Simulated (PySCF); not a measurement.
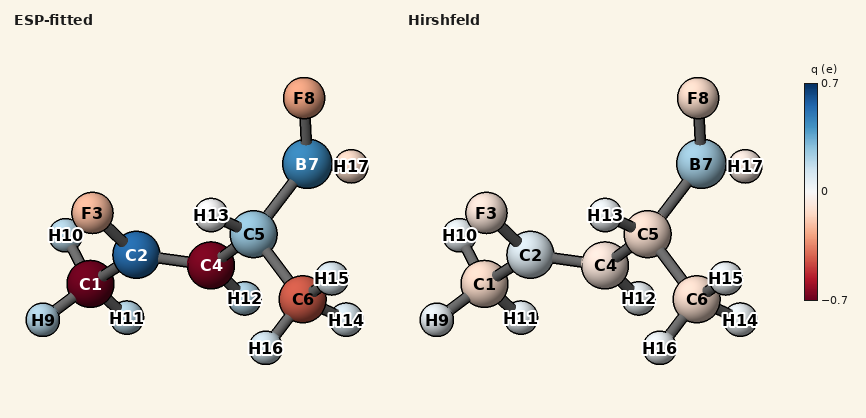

Atomic charges of one calculation by 2 schemes, on one colour scale. The geometry was computed by an optimisation with GFN2-xTB. No frequency run is at hand to confirm it as a minimum. Computed with PBE0/pcSseg-1 (PySCF 2.14.0).

Question. Which scheme gives the most polar picture (largest mean size of the charges)?

Answer. The ESP-fitted charges are the largest in size here.

Question. On which atom do the schemes disagree most?

Answer. On C4 (from −0.65 to −0.08 e).

List the charges (e), one line for each set of equivalent atoms.

```csv
atom,ESP-fitted,Hirshfeld
C1,−0.68,−0.12
C2,0.53,0.09
F3,−0.22,−0.09
C4,−0.65,−0.08
C5,0.26,−0.10
C6,−0.42,−0.11
B7,0.44,0.24
F8,−0.27,−0.12
H9,0.20,0.05
H10,0.19,0.05
H11,0.19,0.06
H12,0.21,0.05
H13,0.00,0.03
H14,0.10,0.04
H15,0.10,0.04
H16,0.13,0.04
H17,−0.13,−0.06
```

The geometry is semi-empirical. Around B such bond lengths and angles can be off by a tenth of an ångström or more and by several degrees, and values that hang on the shape move with them.
